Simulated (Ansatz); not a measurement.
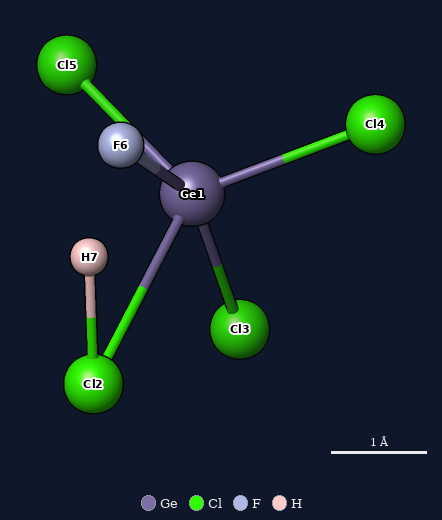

Figure 1. The starting structure (ball-and-stick view, seen at a tilt; atoms are numbered from 1 in the order of the input). Sticks mark near contacts. Bond lengths as drawn: Cl–Ge 2.15 to 2.61 Å, Cl–H 1.47 Å and F–Ge 1.94 Å.

## GeHCl4F: molecular dynamics (part 1 of 5)

System: GeHCl4F.
Method: RKS B3LYP/def2-SVP (Ansatz 0.2.0).

It belongs to a series of runs on one base structure; here: dynamics from the highest image of the converged band. Figures and captions count atoms from 1; the log counts them from 0 in places.

**What the program printed**
```
Engine: ansatz 0.2.0, aarch64-unknown-linux-gnu
Functional definition: B3LYP
  parameter a0 = 0.2
  parameter ax = 0.72
  parameter ac = 0.81
  exchange = (1 - a0 - ax)*slater_x + ax*b88_x + a0*exact_x
  correlation = (1 - ac)*vwn_rpa_c + ac*lyp_c
1215 factors; integrals over basis functions are off by at most 3.1e-4 eV
mean field evaluation 1: about -109320.2313 eV, gradient 3.9e1 eV
mean field evaluation 2: about -109314.9761 eV, gradient 7.0e1 eV
mean field evaluation 4: about -109322.9847 eV, gradient 2.7e0 eV
mean field evaluation 8: about -109323.0164 eV, gradient 2.2e-2 eV
mean field -109323.01637153 eV, -4017.5467498517 hartree, gradient 2.9e-5 eV, S^2 0.000000; 0 other end points of the search recorded, 0 dependent functions left out
the calculation of the forces begins
reference -109323.01661735 eV, -4017.5467588856 hartree; 55, 55 occupied and 68, 68 virtual orbitals, 1215 factors
md step     0: t =     0.00 fs  T =   300.0 K  F+E_penalty+E_count = -109323.01637153 eV  E_kin = 0.193890 eV  conserved = -109322.82248153 eV  (27 SCF iters)
these checks for a lower state are left out or cut short: starts, cluster_reference, orbital_swaps, neighbouring_geometries, increment
1215 factors; integrals over basis functions are off by at most 3.1e-4 eV
mean field evaluation 16: about -109322.9969 eV, gradient 6.4e-1 eV
mean field -109323.01577443 eV, -4017.5467279087 hartree, gradient 1.3e-5 eV, S^2 0.000000; 0 other end points of the search recorded, 0 dependent functions left out
the calculation of the forces begins
reference -109323.01602018 eV, -4017.5467369398 hartree; 55, 55 occupied and 68, 68 virtual orbitals, 1215 factors
md step     1: t =     0.50 fs  T =   299.1 K  F+E_penalty+E_count = -109323.01577443 eV  E_kin = 0.193293 eV  conserved = -109322.82248188 eV  (32 SCF iters)
[... from here on the SCF iterations and repeated set-up lines of each step are left out, up to the last step ...]
md step     2: t =     1.00 fs  T =   296.8 K  F+E_penalty+E_count = -109323.01427973 eV  E_kin = 0.191799 eV  conserved = -109322.82248084 eV  (32 SCF iters)
md step     3: t =     1.50 fs  T =   293.1 K  F+E_penalty+E_count = -109323.01190760 eV  E_kin = 0.189429 eV  conserved = -109322.82247846 eV  (32 SCF iters)
md step     4: t =     2.00 fs  T =   288.1 K  F+E_penalty+E_count = -109323.00869914 eV  E_kin = 0.186224 eV  conserved = -109322.82247471 eV  (32 SCF iters)
md step     5: t =     2.50 fs  T =   282.0 K  F+E_penalty+E_count = -109323.00471614 eV  E_kin = 0.182246 eV  conserved = -109322.82246983 eV  (32 SCF iters)
md step     6: t =     3.00 fs  T =   274.8 K  F+E_penalty+E_count = -109323.00003918 eV  E_kin = 0.177575 eV  conserved = -109322.82246378 eV  (32 SCF iters)
md step     7: t =     3.50 fs  T =   266.6 K  F+E_penalty+E_count = -109322.99476618 eV  E_kin = 0.172309 eV  conserved = -109322.82245683 eV  (32 SCF iters)
md step     8: t =     4.00 fs  T =   257.7 K  F+E_penalty+E_count = -109322.98900930 eV  E_kin = 0.166560 eV  conserved = -109322.82244903 eV  (26 SCF iters)
md step     9: t =     4.50 fs  T =   248.3 K  F+E_penalty+E_count = -109322.98289256 eV  E_kin = 0.160452 eV  conserved = -109322.82244082 eV  (26 SCF iters)
md step    10: t =     5.00 fs  T =   238.5 K  F+E_penalty+E_count = -109322.97654783 eV  E_kin = 0.154115 eV  conserved = -109322.82243235 eV  (26 SCF iters)
md step    11: t =     5.50 fs  T =   228.5 K  F+E_penalty+E_count = -109322.97011172 eV  E_kin = 0.147688 eV  conserved = -109322.82242392 eV  (26 SCF iters)
md step    12: t =     6.00 fs  T =   218.6 K  F+E_penalty+E_count = -109322.96372153 eV  E_kin = 0.141306 eV  conserved = -109322.82241544 eV  (25 SCF iters)
md step    13: t =     6.50 fs  T =   209.0 K  F+E_penalty+E_count = -109322.95751257 eV  E_kin = 0.135105 eV  conserved = -109322.82240734 eV  (25 SCF iters)
md step    14: t =     7.00 fs  T =   199.9 K  F+E_penalty+E_count = -109322.95161403 eV  E_kin = 0.129214 eV  conserved = -109322.82239981 eV  (25 SCF iters)
md step    15: t =     7.50 fs  T =   191.5 K  F+E_penalty+E_count = -109322.94614602 eV  E_kin = 0.123753 eV  conserved = -109322.82239303 eV  (24 SCF iters)
md step    16: t =     8.00 fs  T =   183.9 K  F+E_penalty+E_count = -109322.94121662 eV  E_kin = 0.118829 eV  conserved = -109322.82238718 eV  (25 SCF iters)
md step    17: t =     8.50 fs  T =   177.2 K  F+E_penalty+E_count = -109322.93691922 eV  E_kin = 0.114537 eV  conserved = -109322.82238239 eV  (24 SCF iters)
md step    18: t =     9.00 fs  T =   171.7 K  F+E_penalty+E_count = -109322.93333016 eV  E_kin = 0.110951 eV  conserved = -109322.82237879 eV  (25 SCF iters)
md step    19: t =     9.50 fs  T =   167.3 K  F+E_penalty+E_count = -109322.93050671 eV  E_kin = 0.108130 eV  conserved = -109322.82237652 eV  (28 SCF iters)
md step    20: t =    10.00 fs  T =   164.2 K  F+E_penalty+E_count = -109322.92848532 eV  E_kin = 0.106110 eV  conserved = -109322.82237565 eV  (26 SCF iters)
md step    21: t =    10.50 fs  T =   162.3 K  F+E_penalty+E_count = -109322.92728024 eV  E_kin = 0.104904 eV  conserved = -109322.82237628 eV  (26 SCF iters)
md step    22: t =    11.00 fs  T =   161.7 K  F+E_penalty+E_count = -109322.92688255 eV  E_kin = 0.104504 eV  conserved = -109322.82237855 eV  (26 SCF iters)
md step    23: t =    11.50 fs  T =   162.3 K  F+E_penalty+E_count = -109322.92725905 eV  E_kin = 0.104877 eV  conserved = -109322.82238230 eV  (24 SCF iters)
md step    24: t =    12.00 fs  T =   164.0 K  F+E_penalty+E_count = -109322.92835263 eV  E_kin = 0.105965 eV  conserved = -109322.82238762 eV  (26 SCF iters)
md step    25: t =    12.50 fs  T =   166.6 K  F+E_penalty+E_count = -109322.93008220 eV  E_kin = 0.107688 eV  conserved = -109322.82239447 eV  (25 SCF iters)
md step    26: t =    13.00 fs  T =   170.1 K  F+E_penalty+E_count = -109322.93234375 eV  E_kin = 0.109941 eV  conserved = -109322.82240276 eV  (26 SCF iters)
md step    27: t =    13.50 fs  T =   174.2 K  F+E_penalty+E_count = -109322.93501240 eV  E_kin = 0.112600 eV  conserved = -109322.82241231 eV  (32 SCF iters)
md step    28: t =    14.00 fs  T =   178.7 K  F+E_penalty+E_count = -109322.93794577 eV  E_kin = 0.115523 eV  conserved = -109322.82242295 eV  (32 SCF iters)
md step    29: t =    14.50 fs  T =   183.4 K  F+E_penalty+E_count = -109322.94098850 eV  E_kin = 0.118555 eV  conserved = -109322.82243394 eV  (32 SCF iters)
md step    30: t =    15.00 fs  T =   188.0 K  F+E_penalty+E_count = -109322.94398051 eV  E_kin = 0.121536 eV  conserved = -109322.82244496 eV  (31 SCF iters)
md step    31: t =    15.50 fs  T =   192.3 K  F+E_penalty+E_count = -109322.94676619 eV  E_kin = 0.124311 eV  conserved = -109322.82245532 eV  (32 SCF iters)
md step    32: t =    16.00 fs  T =   196.1 K  F+E_penalty+E_count = -109322.94920627 eV  E_kin = 0.126743 eV  conserved = -109322.82246339 eV  (32 SCF iters)
md step    33: t =    16.50 fs  T =   199.2 K  F+E_penalty+E_count = -109322.95119423 eV  E_kin = 0.128726 eV  conserved = -109322.82246844 eV  (32 SCF iters)
md step    34: t =    17.00 fs  T =   201.5 K  F+E_penalty+E_count = -109322.95267059 eV  E_kin = 0.130201 eV  conserved = -109322.82246950 eV  (32 SCF iters)
md step    35: t =    17.50 fs  T =   203.0 K  F+E_penalty+E_count = -109322.95363667 eV  E_kin = 0.131171 eV  conserved = -109322.82246605 eV  (32 SCF iters)
md step    36: t =    18.00 fs  T =   203.8 K  F+E_penalty+E_count = -109322.95416172 eV  E_kin = 0.131704 eV  conserved = -109322.82245811 eV  (30 SCF iters)
md step    37: t =    18.50 fs  T =   204.1 K  F+E_penalty+E_count = -109322.95437997 eV  E_kin = 0.131933 eV  conserved = -109322.82244674 eV  (30 SCF iters)
md step    38: t =    19.00 fs  T =   204.3 K  F+E_penalty+E_count = -109322.95447320 eV  E_kin = 0.132039 eV  conserved = -109322.82243400 eV  (32 SCF iters)
md step    39: t =    19.50 fs  T =   204.6 K  F+E_penalty+E_count = -109322.95463814 eV  E_kin = 0.132215 eV  conserved = -109322.82242278 eV  (28 SCF iters)
md step    40: t =    20.00 fs  T =   205.2 K  F+E_penalty+E_count = -109322.95504246 eV  E_kin = 0.132626 eV  conserved = -109322.82241622 eV  (32 SCF iters)
md step    41: t =    20.50 fs  T =   206.3 K  F+E_penalty+E_count = -109322.95577816 eV  E_kin = 0.133361 eV  conserved = -109322.82241684 eV  (32 SCF iters)
md step    42: t =    21.00 fs  T =   208.0 K  F+E_penalty+E_count = -109322.95682505 eV  E_kin = 0.134399 eV  conserved = -109322.82242572 eV  (32 SCF iters)
md step    43: t =    21.50 fs  T =   209.8 K  F+E_penalty+E_count = -109322.95803653 eV  E_kin = 0.135595 eV  conserved = -109322.82244195 eV  (32 SCF iters)
md step    44: t =    22.00 fs  T =   211.5 K  F+E_penalty+E_count = -109322.95915543 eV  E_kin = 0.136693 eV  conserved = -109322.82246265 eV  (32 SCF iters)
md step    45: t =    22.50 fs  T =   212.6 K  F+E_penalty+E_count = -109322.95985895 eV  E_kin = 0.137375 eV  conserved = -109322.82248370 eV  (32 SCF iters)
md step    46: t =    23.00 fs  T =   212.5 K  F+E_penalty+E_count = -109322.95982307 eV  E_kin = 0.137322 eV  conserved = -109322.82250061 eV  (32 SCF iters)
md step    47: t =    23.50 fs  T =   210.9 K  F+E_penalty+E_count = -109322.95879148 eV  E_kin = 0.136282 eV  conserved = -109322.82250961 eV  (32 SCF iters)
md step    48: t =    24.00 fs  T =   207.5 K  F+E_penalty+E_count = -109322.95663288 eV  E_kin = 0.134124 eV  conserved = -109322.82250850 eV  (32 SCF iters)
md step    49: t =    24.50 fs  T =   202.5 K  F+E_penalty+E_count = -109322.95337483 eV  E_kin = 0.130878 eV  conserved = -109322.82249683 eV  (32 SCF iters)
md step    50: t =    25.00 fs  T =   196.1 K  F+E_penalty+E_count = -109322.94920921 eV  E_kin = 0.126733 eV  conserved = -109322.82247628 eV  (26 SCF iters)
md step    51: t =    25.50 fs  T =   188.8 K  F+E_penalty+E_count = -109322.94446874 eV  E_kin = 0.122019 eV  conserved = -109322.82244952 eV  (26 SCF iters)
md step    52: t =    26.00 fs  T =   181.3 K  F+E_penalty+E_count = -109322.93958290 eV  E_kin = 0.117163 eV  conserved = -109322.82242030 eV  (25 SCF iters)
md step    53: t =    26.50 fs  T =   174.3 K  F+E_penalty+E_count = -109322.93501925 eV  E_kin = 0.112627 eV  conserved = -109322.82239257 eV  (26 SCF iters)
md step    54: t =    27.00 fs  T =   168.4 K  F+E_penalty+E_count = -109322.93121969 eV  E_kin = 0.108849 eV  conserved = -109322.82237023 eV  (25 SCF iters)
md step    55: t =    27.50 fs  T =   164.3 K  F+E_penalty+E_count = -109322.92853864 eV  E_kin = 0.106182 eV  conserved = -109322.82235667 eV  (26 SCF iters)
md step    56: t =    28.00 fs  T =   162.2 K  F+E_penalty+E_count = -109322.92718966 eV  E_kin = 0.104835 eV  conserved = -109322.82235448 eV  (26 SCF iters)
md step    57: t =    28.50 fs  T =   162.2 K  F+E_penalty+E_count = -109322.92720606 eV  E_kin = 0.104841 eV  conserved = -109322.82236501 eV  (26 SCF iters)
md step    58: t =    29.00 fs  T =   164.1 K  F+E_penalty+E_count = -109322.92842146 eV  E_kin = 0.106033 eV  conserved = -109322.82238805 eV  (25 SCF iters)
md step    59: t =    29.50 fs  T =   167.2 K  F+E_penalty+E_count = -109322.93047629 eV  E_kin = 0.108055 eV  conserved = -109322.82242137 eV  (27 SCF iters)
md step    60: t =    30.00 fs  T =   170.8 K  F+E_penalty+E_count = -109322.93285667 eV  E_kin = 0.110396 eV  conserved = -109322.82246040 eV  (32 SCF iters)
md step    61: t =    30.50 fs  T =   174.0 K  F+E_penalty+E_count = -109322.93497003 eV  E_kin = 0.112472 eV  conserved = -109322.82249838 eV  (32 SCF iters)
md step    62: t =    31.00 fs  T =   176.0 K  F+E_penalty+E_count = -109322.93625535 eV  E_kin = 0.113729 eV  conserved = -109322.82252589 eV  (31 SCF iters)
md step    63: t =    31.50 fs  T =   176.1 K  F+E_penalty+E_count = -109322.93632105 eV  E_kin = 0.113786 eV  conserved = -109322.82253544 eV  (31 SCF iters)
md step    64: t =    32.00 fs  T =   174.1 K  F+E_penalty+E_count = -109322.93507258 eV  E_kin = 0.112553 eV  conserved = -109322.82252005 eV  (32 SCF iters)
md step    65: t =    32.50 fs  T =   170.7 K  F+E_penalty+E_count = -109322.93280199 eV  E_kin = 0.110322 eV  conserved = -109322.82247985 eV  (32 SCF iters)
md step    66: t =    33.00 fs  T =   166.7 K  F+E_penalty+E_count = -109322.93018055 eV  E_kin = 0.107758 eV  conserved = -109322.82242294 eV  (26 SCF iters)
md step    67: t =    33.50 fs  T =   163.6 K  F+E_penalty+E_count = -109322.92812893 eV  E_kin = 0.105765 eV  conserved = -109322.82236420 eV  (25 SCF iters)
md step    68: t =    34.00 fs  T =   162.9 K  F+E_penalty+E_count = -109322.92757831 eV  E_kin = 0.105256 eV  conserved = -109322.82232234 eV  (25 SCF iters)
md step    69: t =    34.50 fs  T =   165.4 K  F+E_penalty+E_count = -109322.92918509 eV  E_kin = 0.106873 eV  conserved = -109322.82231224 eV  (25 SCF iters)
md step    70: t =    35.00 fs  T =   171.4 K  F+E_penalty+E_count = -109322.93310655 eV  E_kin = 0.110768 eV  conserved = -109322.82233844 eV  (26 SCF iters)
md step    71: t =    35.50 fs  T =   180.3 K  F+E_penalty+E_count = -109322.93893214 eV  E_kin = 0.116539 eV  conserved = -109322.82239327 eV  (26 SCF iters)
md step    72: t =    36.00 fs  T =   190.8 K  F+E_penalty+E_count = -109322.94580280 eV  E_kin = 0.123343 eV  conserved = -109322.82245962 eV  (25 SCF iters)
md step    73: t =    36.50 fs  T =   201.4 K  F+E_penalty+E_count = -109322.95267222 eV  E_kin = 0.130154 eV  conserved = -109322.82251815 eV  (26 SCF iters)
md step    74: t =    37.00 fs  T =   210.5 K  F+E_penalty+E_count = -109322.95860640 eV  E_kin = 0.136052 eV  conserved = -109322.82255400 eV  (26 SCF iters)
md step    75: t =    37.50 fs  T =   217.3 K  F+E_penalty+E_count = -109322.96301873 eV  E_kin = 0.140458 eV  conserved = -109322.82256104 eV  (25 SCF iters)
md step    76: t =    38.00 fs  T =   221.6 K  F+E_penalty+E_count = -109322.96577712 eV  E_kin = 0.143237 eV  conserved = -109322.82254021 eV  (25 SCF iters)
md step    77: t =    38.50 fs  T =   223.9 K  F+E_penalty+E_count = -109322.96718429 eV  E_kin = 0.144685 eV  conserved = -109322.82249970 eV  (26 SCF iters)
md step    78: t =    39.00 fs  T =   225.0 K  F+E_penalty+E_count = -109322.96785824 eV  E_kin = 0.145408 eV  conserved = -109322.82245045 eV  (26 SCF iters)
md step    79: t =    39.50 fs  T =   226.2 K  F+E_penalty+E_count = -109322.96856584 eV  E_kin = 0.146163 eV  conserved = -109322.82240299 eV  (29 SCF iters)
md step    80: t =    40.00 fs  T =   228.5 K  F+E_penalty+E_count = -109322.97005348 eV  E_kin = 0.147687 eV  conserved = -109322.82236633 eV  (26 SCF iters)
md step    81: t =    40.50 fs  T =   232.9 K  F+E_penalty+E_count = -109322.97290114 eV  E_kin = 0.150554 eV  conserved = -109322.82234699 eV  (26 SCF iters)
md step    82: t =    41.00 fs  T =   239.9 K  F+E_penalty+E_count = -109322.97741620 eV  E_kin = 0.155068 eV  conserved = -109322.82234863 eV  (25 SCF iters)
md step    83: t =    41.50 fs  T =   249.4 K  F+E_penalty+E_count = -109322.98357375 eV  E_kin = 0.161202 eV  conserved = -109322.82237195 eV  (26 SCF iters)
md step    84: t =    42.00 fs  T =   260.9 K  F+E_penalty+E_count = -109322.99100714 eV  E_kin = 0.168593 eV  conserved = -109322.82241432 eV  (26 SCF iters)
md step    85: t =    42.50 fs  T =   273.2 K  F+E_penalty+E_count = -109322.99905326 eV  E_kin = 0.176584 eV  conserved = -109322.82246947 eV  (26 SCF iters)
md step    86: t =    43.00 fs  T =   285.2 K  F+E_penalty+E_count = -109323.00685639 eV  E_kin = 0.184329 eV  conserved = -109322.82252771 eV  (25 SCF iters)
md step    87: t =    43.50 fs  T =   295.5 K  F+E_penalty+E_count = -109323.01352800 eV  E_kin = 0.190952 eV  conserved = -109322.82257591 eV  (32 SCF iters)
md step    88: t =    44.00 fs  T =   302.9 K  F+E_penalty+E_count = -109323.01835066 eV  E_kin = 0.195750 eV  conserved = -109322.82260075 eV  (32 SCF iters)
md step    89: t =    44.50 fs  T =   307.0 K  F+E_penalty+E_count = -109323.02098536 eV  E_kin = 0.198394 eV  conserved = -109322.82259168 eV  (32 SCF iters)
md step    90: t =    45.00 fs  T =   308.0 K  F+E_penalty+E_count = -109323.02162502 eV  E_kin = 0.199078 eV  conserved = -109322.82254686 eV  (32 SCF iters)
md step    91: t =    45.50 fs  T =   307.2 K  F+E_penalty+E_count = -109323.02101645 eV  E_kin = 0.198541 eV  conserved = -109322.82247568 eV  (26 SCF iters)
md step    92: t =    46.00 fs  T =   306.2 K  F+E_penalty+E_count = -109323.02030242 eV  E_kin = 0.197903 eV  conserved = -109322.82239946 eV  (26 SCF iters)
md step    93: t =    46.50 fs  T =   306.9 K  F+E_penalty+E_count = -109323.02068976 eV  E_kin = 0.198346 eV  conserved = -109322.82234418 eV  (26 SCF iters)
md step    94: t =    47.00 fs  T =   310.6 K  F+E_penalty+E_count = -109323.02304587 eV  E_kin = 0.200715 eV  conserved = -109322.82233119 eV  (25 SCF iters)
md step    95: t =    47.50 fs  T =   317.5 K  F+E_penalty+E_count = -109323.02757843 eV  E_kin = 0.205212 eV  conserved = -109322.82236597 eV  (25 SCF iters)
md step    96: t =    48.00 fs  T =   327.0 K  F+E_penalty+E_count = -109323.03374885 eV  E_kin = 0.211312 eV  conserved = -109322.82243639 eV  (26 SCF iters)
md step    97: t =    48.50 fs  T =   337.2 K  F+E_penalty+E_count = -109323.04045950 eV  E_kin = 0.217942 eV  conserved = -109322.82251771 eV  (26 SCF iters)
md step    98: t =    49.00 fs  T =   346.4 K  F+E_penalty+E_count = -109323.04643348 eV  E_kin = 0.223850 eV  conserved = -109322.82258342 eV  (33 SCF iters)
md step    99: t =    49.50 fs  T =   352.8 K  F+E_penalty+E_count = -109323.05062513 eV  E_kin = 0.228010 eV  conserved = -109322.82261528 eV  (33 SCF iters)
md step   100: t =    50.00 fs  T =   355.7 K  F+E_penalty+E_count = -109323.05251012 eV  E_kin = 0.229903 eV  conserved = -109322.82260758 eV  (28 SCF iters)
md step   101: t =    50.50 fs  T =   355.3 K  F+E_penalty+E_count = -109323.05218311 eV  E_kin = 0.229617 eV  conserved = -109322.82256628 eV  (33 SCF iters)
md step   102: t =    51.00 fs  T =   352.4 K  F+E_penalty+E_count = -109323.05027369 eV  E_kin = 0.227769 eV  conserved = -109322.82250436 eV  (27 SCF iters)
md step   103: t =    51.50 fs  T =   348.6 K  F+E_penalty+E_count = -109323.04774678 eV  E_kin = 0.225309 eV  conserved = -109322.82243798 eV  (25 SCF iters)
md step   104: t =    52.00 fs  T =   345.5 K  F+E_penalty+E_count = -109323.04565633 eV  E_kin = 0.223277 eV  conserved = -109322.82237974 eV  (26 SCF iters)
md step   105: t =    52.50 fs  T =   344.4 K  F+E_penalty+E_count = -109323.04492307 eV  E_kin = 0.222582 eV  conserved = -109322.82234156 eV  (25 SCF iters)
md step   106: t =    53.00 fs  T =   346.3 K  F+E_penalty+E_count = -109323.04615422 eV  E_kin = 0.223824 eV  conserved = -109322.82232996 eV  (25 SCF iters)
md step   107: t =    53.50 fs  T =   351.5 K  F+E_penalty+E_count = -109323.04953577 eV  E_kin = 0.227189 eV  conserved = -109322.82234696 eV  (25 SCF iters)
md step   108: t =    54.00 fs  T =   359.6 K  F+E_penalty+E_count = -109323.05479889 eV  E_kin = 0.232409 eV  conserved = -109322.82239007 eV  (25 SCF iters)
md step   109: t =    54.50 fs  T =   369.5 K  F+E_penalty+E_count = -109323.06126566 eV  E_kin = 0.238815 eV  conserved = -109322.82245108 eV  (25 SCF iters)
md step   110: t =    55.00 fs  T =   379.8 K  F+E_penalty+E_count = -109323.06798070 eV  E_kin = 0.245464 eV  conserved = -109322.82251716 eV  (26 SCF iters)
md step   111: t =    55.50 fs  T =   388.9 K  F+E_penalty+E_count = -109323.07392117 eV  E_kin = 0.251350 eV  conserved = -109322.82257144 eV  (32 SCF iters)
md step   112: t =    56.00 fs  T =   395.6 K  F+E_penalty+E_count = -109323.07826442 eV  E_kin = 0.255668 eV  conserved = -109322.82259634 eV  (31 SCF iters)
md step   113: t =    56.50 fs  T =   399.3 K  F+E_penalty+E_count = -109323.08065891 eV  E_kin = 0.258080 eV  conserved = -109322.82257927 eV  (32 SCF iters)
md step   114: t =    57.00 fs  T =   400.6 K  F+E_penalty+E_count = -109323.08141132 eV  E_kin = 0.258892 eV  conserved = -109322.82251907 eV  (32 SCF iters)
md step   115: t =    57.50 fs  T =   400.8 K  F+E_penalty+E_count = -109323.08149161 eV  E_kin = 0.259061 eV  conserved = -109322.82243048 eV  (26 SCF iters)
md step   116: t =    58.00 fs  T =   402.2 K  F+E_penalty+E_count = -109323.08229476 eV  E_kin = 0.259952 eV  conserved = -109322.82234231 eV  (25 SCF iters)
md step   117: t =    58.50 fs  T =   406.8 K  F+E_penalty+E_count = -109323.08519354 eV  E_kin = 0.262906 eV  conserved = -109322.82228737 eV  (25 SCF iters)
md step   118: t =    59.00 fs  T =   415.8 K  F+E_penalty+E_count = -109323.09103694 eV  E_kin = 0.268749 eV  conserved = -109322.82228803 eV  (25 SCF iters)
```
